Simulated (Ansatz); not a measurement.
## Ligand exchange: C2H5FSn + C2H7InO → C2H6OSn + C2H6FIn

Species: C2H5FSn `C[CH2][Sn][F]`, singlet; C2H7InO `C[CH2][InH][OH]`, singlet; C2H6OSn `C[CH2][Sn][OH]`, singlet; C2H6FIn `C[CH2][InH][F]`, singlet. The partners trade F for OH: Sn–F and In–OH bonds give way to Sn–OH and In–F.

Shapes, held fixed at every level: PBE0-D4/def2-TZVP. Flexible molecules stand in one conformer, not always the lowest. Programs: Ansatz 0.2.0. The zero-point and thermal change to 298 K, harmonic and unscaled (PBE0-D4/def2-TZVP), is +0.5 kJ/mol.

```tsv
level	kind	ΔH(298 K) (kJ/mol)	less CCSD(T)/def2-TZVPP	CPU time (sum over the molecules)
PBE-D4/def2-TZVPP	GGA	-9.0	-1.7	38 s
r2SCAN-D4/def2-TZVPP	meta-GGA	-9.7	-2.4	64 s
BHLYP-D4/def2-TZVPP	global hybrid	-6.8	+0.5	43 s
PBE0-D4/def2-TZVPP	global hybrid	-8.0	-0.7	43 s
B2PLYP/def2-TZVPP	double hybrid	-6.5	+0.8	89 s
MP2/def2-SVP	perturbation theory	-9.6	-2.3	–
CCSD(T)/def2-TZVPP	coupled cluster or CI	-7.3	0.0	36 min
```

The highest level, CCSD(T)/def2-TZVPP, gives ΔH(298 K) = -7.3 kJ/mol; the levels span -9.7 to -6.5. The column of differences is taken from that level and isn't an error. No measured value is set beside it here. For atoms past krypton def2 sets carry core potentials with scalar relativity. Outer-core shells of In, Sn are correlated in most correlated rows, in sets that cover them unevenly. Times are processor times on shared x86 and Arm servers, and rough.

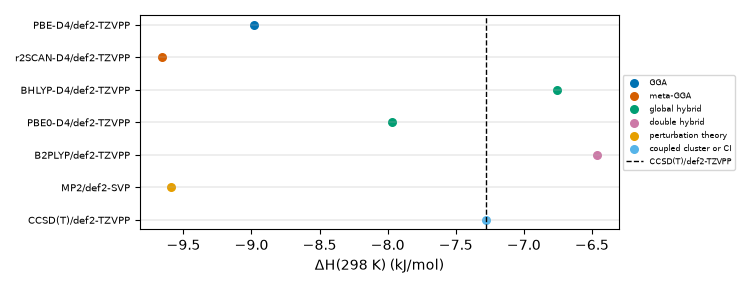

The values of the table, level by level.
